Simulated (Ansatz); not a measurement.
**SF4 (sulfur tetrafluoride) at B3LYP/6-311+G(d,p)**

Aim: the energy change on altering one bond length of SF4 (sulfur tetrafluoride) at B3LYP/6-311+G**, from 2 runs. 

The calculation is run with Ansatz 0.2.0.

37 further runs of the same task are left out: 37 set aside as unsound or not needed.

**1. Starting point**

The species is SF4 (5 atoms), meant as a singlet with charge 0. As SMILES, `FS(F)(F)F`. The shape is that of a PBE0-D4/def2-TZVP optimisation.

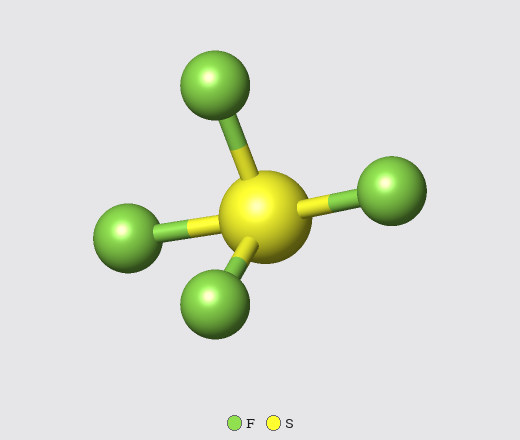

Viewed from a chosen angle; fluorine green, sulfur yellow.

**2. A single-point energy at B3LYP/6-311+G(d,p)**

molecule.yaml

```yaml
crystal:
  periodic: [false, false, false]
  atoms:
    - {symbol: F, position_ang: [-0.561200, -0.228000, 1.172800]}
    - {symbol: S, position_ang: [0.064000, -0.357400, -0.243000]}
    - {symbol: F, position_ang: [1.536700, -0.462000, 0.491400]}
    - {symbol: F, position_ang: [-1.440100, -0.077300, -0.858200]}
    - {symbol: F, position_ang: [0.400600, 1.124600, -0.563100]}
basis:
  gaussian: {orbitals: 6-311+G_st__st_-spherical.json}
hamiltonian: {xc: {name: B3LYP}}
accuracy: high
output: {orbitals: {seedname: orbitals}}
```

The basis set 6-311+G** is read from a file made from the Basis Set Exchange's data (not shown).

Launch:

```sh
$ ansatz run molecule.yaml --threads 1 --pin off --max-ram 3480MiB --events-out events.jsonl --progress --plain --runs-dir runs
```

What it wrote:

```text
Warning: RAYON_NUM_THREADS=1 ignored (pool sized by the plan → 1); use --threads N
Functional definition: B3LYP
  name "B3LYP"
  parameter a0 = 0.2
  parameter ax = 0.72
  parameter ac = 0.81
  exchange = (1 - a0 - ax)*slater_x + ax*b88_x + a0*exact_x
  correlation = (1 - ac)*vwn_rpa_c + ac*lyp_c
2190 factors; integrals over basis functions are off by at most 5.3e-9 eV
mean field evaluation 1: about -21697.2451 eV, gradient 6.9e1 eV
mean field evaluation 2: about -21681.6094 eV, gradient 1.3e2 eV
mean field evaluation 4: about -21703.9380 eV, gradient 6.9e0 eV
mean field evaluation 8: about -21704.2219 eV, gradient 1.9e-1 eV
mean field evaluation 16: about -21704.2219 eV, gradient 4.6e-5 eV
mean field -21704.22194165 eV, -797.6154447055 hartree, gradient 9.8e-9 eV, S^2 0.000000; 0 other end points of the search recorded, 0 dependent functions left out
reference -21704.22198056 eV, -797.6154461355 hartree; 26, 26 occupied and 92, 92 virtual orbitals, 2190 factors
Total energy: -21704.22198056 eV, -797.6154461355 hartree
```

Wall time 9.3 s (1 thread of Arm Neoverse V1, shared host); peak memory 0.4 GiB.

**3. The distorted shape**

in.yaml

```yaml
crystal:
  periodic: [false, false, false]
  atoms:
    - symbol: F
      position_ang: [-0.611700, -0.450345, 1.220825]
    - symbol: S
      position_ang: [0.013500, -0.579745, -0.194975]
    - symbol: F
      position_ang: [1.486200, -0.684345, 0.539425]
    - symbol: F
      position_ang: [-1.490600, -0.299645, -0.810175]
    - symbol: F
      position_ang: [0.400600, 1.124600, -0.563100]
basis:
  gaussian: {orbitals: 6-311+G_st__st_-spherical.json}
output: {orbitals: {seedname: orbitals}}
accuracy: high
hamiltonian: {xc: {name: B3LYP}}
```

The basis set 6-311+G** is read from a file made from the Basis Set Exchange's data (not shown).

Launch:

```sh
$ ansatz run in.yaml --threads 1 --pin off --max-ram 3480MiB --events-out events.jsonl --progress --plain --runs-dir runs
```

What it wrote, cut to the lines that bear on the results:

```text
Warning: RAYON_NUM_THREADS=1 ignored (pool sized by the plan → 1); use --threads N
[... 7 set-up lines as earlier in the session ...]
2190 factors; integrals over basis functions are off by at most 1.2e-8 eV
mean field evaluation 1: about -21696.0068 eV, gradient 7.2e1 eV
mean field evaluation 2: about -21671.8963 eV, gradient 1.5e2 eV
mean field evaluation 4: about -21703.6185 eV, gradient 1.1e1 eV
mean field evaluation 8: about -21703.9780 eV, gradient 1.1e0 eV
mean field evaluation 16: about -21703.9800 eV, gradient 4.0e-5 eV
mean field -21703.97995507 eV, -797.6065518628 hartree, gradient 1.0e-8 eV, S^2 0.000000; 0 other end points of the search recorded, 0 dependent functions left out
reference -21703.97999473 eV, -797.6065533201 hartree; 26, 26 occupied and 92, 92 virtual orbitals, 2190 factors
Total energy: -21703.97999473 eV, -797.6065533201 hartree
```

It took 9.3 s on 1 thread of Arm Neoverse V1, shared host; peak memory 0.4 GiB.

**4. Outcome**

Level: B3LYP/6-311+G**.

| quantity | value |
| --- | --- |
| first shape: total energy | -797.61545 Eh |
| first shape: HOMO energy | -10.02 eV |
| first shape: LUMO energy | -2.72 eV |
| first shape: HOMO–LUMO gap | 7.30 eV |
| distorted shape: total energy | -797.60655 Eh |
| distorted shape: HOMO energy | -10.39 eV |
| distorted shape: LUMO energy | -4.14 eV |
| distorted shape: HOMO–LUMO gap | 6.25 eV |
| energy change with the S2–F5 bond stretched from 1.553 to 1.786 Å | 0.242 eV |

With the S2–F5 bond stretched from 1.553 to 1.786 Å the energy rises by 0.24 eV (23.3 kJ/mol). The first shape isn't relaxed at this level, so the change isn't measured from a minimum.
